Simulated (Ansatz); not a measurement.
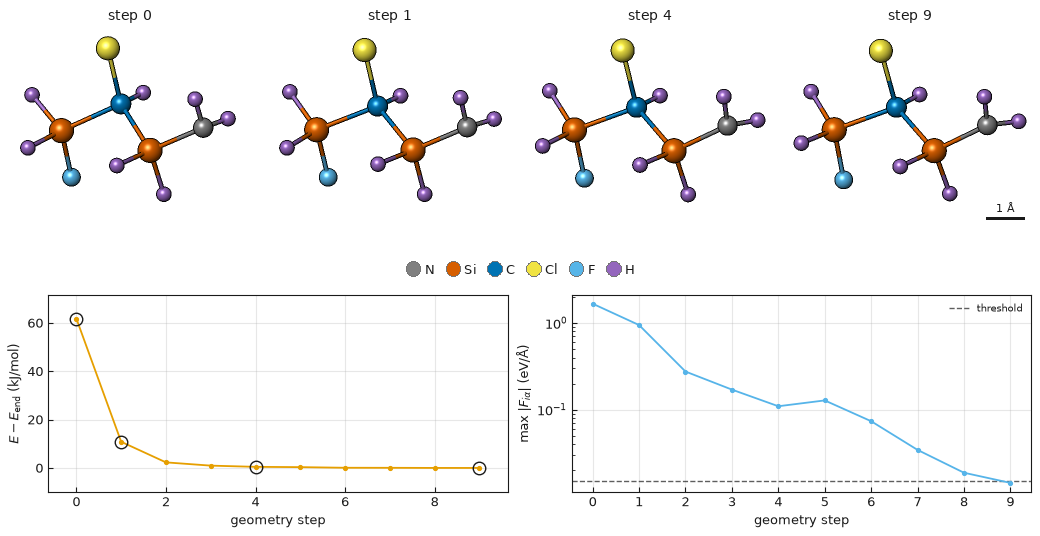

Frames of a relaxation of CH7ClFNSi2, marked on the history of the run. The picture is a ball-and-stick view, seen at a tilt.

The run prepares an end point of a later path (inversion) calculation, from a guessed geometry.

Method: RKS B3LYP/def2-SVP in Ansatz 0.2.0.

Input file:
```yaml
crystal:
  periodic: [false, false, false]
  atoms:
    - { symbol: "N", position_ang: [-1.8906, -0.9532, -1.2781] }
    - { symbol: Si, position_ang: [-0.828, 0.2346, -0.6962] }
    - { symbol: C, position_ang: [0.4799, -0.5199, 0.2982] }
    - { symbol: Cl, position_ang: [-0.1245, -1.4687, 1.6371] }
    - { symbol: Si, position_ang: [1.4979, 0.8618, 0.979] }
    - { symbol: F, position_ang: [2.2596, 1.6333, -0.2017] }
    - { symbol: H, position_ang: [-1.4447, -1.5996, -1.8638] }
    - { symbol: H, position_ang: [-2.32, -1.3992, -0.5201] }
    - { symbol: H, position_ang: [-0.281, 0.9174, -1.8588] }
    - { symbol: H, position_ang: [-1.6363, 1.1979, 0.1066] }
    - { symbol: H, position_ang: [1.1202, -1.2038, -0.2568] }
    - { symbol: H, position_ang: [0.6989, 1.8737, 1.7559] }
    - { symbol: H, position_ang: [2.489, 0.391, 1.9134] }
basis:
  gaussian: { orbitals: def2-SVP }
hamiltonian:
  xc: b3lyp
relax:
  f_tol: 0.015
  max_steps: 40
```

Command:
```bash
ansatz run input.yaml --threads 2 --pin off --max-ram 3072MiB --backend cpu --events-out ev --progress --plain --runs-dir out
```

Describe the path.

Answer. Over 9 geometry steps the energy falls by 61.8 kJ/mol. The largest force component goes from 1.7 to 0.014 eV/Å. The largest move after the best rigid fit is that of H7, 0.34 Å. Largest moves by element: H 0.34 Å, F 0.22 Å, Cl 0.22 Å, Si 0.21 Å, C 0.16 Å, N 0.14 Å. Among the contacts that change: Si2–Si5 2.934 → 3.263 Å, Si2–C3 1.808 → 1.915 Å, C3–Cl4 1.749 → 1.844 Å, Si5–H13 1.441 → 1.485 Å. Bond angles that change, for instance: Si2–C3–Si5 106.8° → 118.3°, Si2–N1–H8 109.2° → 119.9°, Si2–N1–H7 112.5° → 120.0°. From step 0 to 1: H atoms move most (0.18 Å), energy −50.9 kJ/mol. From step 1 to 4: H12 moves most (0.14 Å), energy −10.4 kJ/mol. From step 4 to 9: F and H atoms move most (0.08 Å), energy −0.45 kJ/mol.
